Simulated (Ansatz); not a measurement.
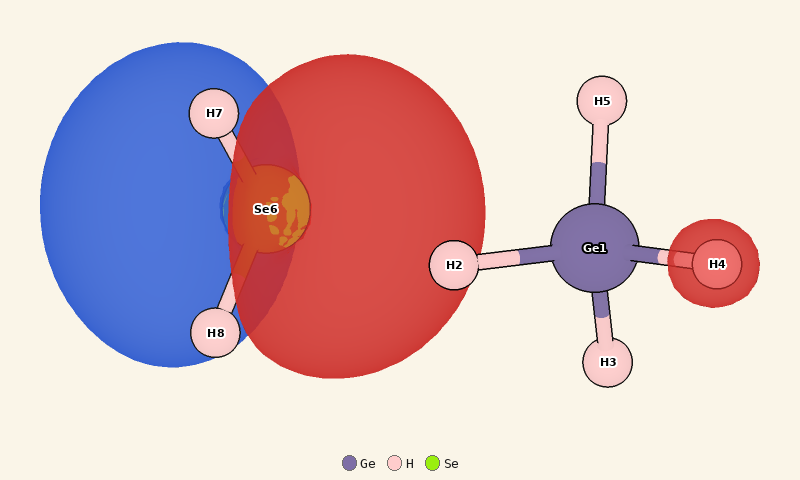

*GeH₄···H₂Se (SMILES [GeH4].[SeH2]). The HOMO at ±0.08 Å⁻³ᐟ² (blue and red are the two phases), seen at a tilt.*

Geometry: PBE0-D4/def2-TZVP.

Method: RKS PBE0-D4/def2-TZVPPD in Ansatz 0.2.0.

Input file:

```
crystal:
  periodic: [false, false, false]
  atoms:
    - {symbol: Ge, position_ang: [-0.159340, 0.013185, -1.460604]}
    - {symbol: H, position_ang: [1.230064, -0.069794, -0.813887]}
    - {symbol: H, position_ang: [-0.997402, -1.201137, -1.043849]}
    - {symbol: H, position_ang: [0.002289, 0.016937, -2.989843]}
    - {symbol: H, position_ang: [-0.856942, 1.306549, -1.023247]}
    - {symbol: Se, position_ang: [-0.418944, -0.008217, 2.525345]}
    - {symbol: H, position_ang: [0.623068, 1.018612, 2.418018]}
    - {symbol: H, position_ang: [0.577207, -1.076135, 2.388066]}
basis:
  gaussian: {orbitals: "def2-TZVPPD.json"}
hamiltonian: {xc: pbe0, dispersion: d4}
output: {orbitals: {seedname: orbitals}}
```

Command:

```sh
ansatz run in.yaml --threads 4 --pin off --events-out ev --progress --plain --max-ram 9574MiB
```

**Describe this orbital and give its energy.**

It lies mainly on Se6 (about 90 %); largely a lone pair of Se6. Its energy is −7.19 eV.
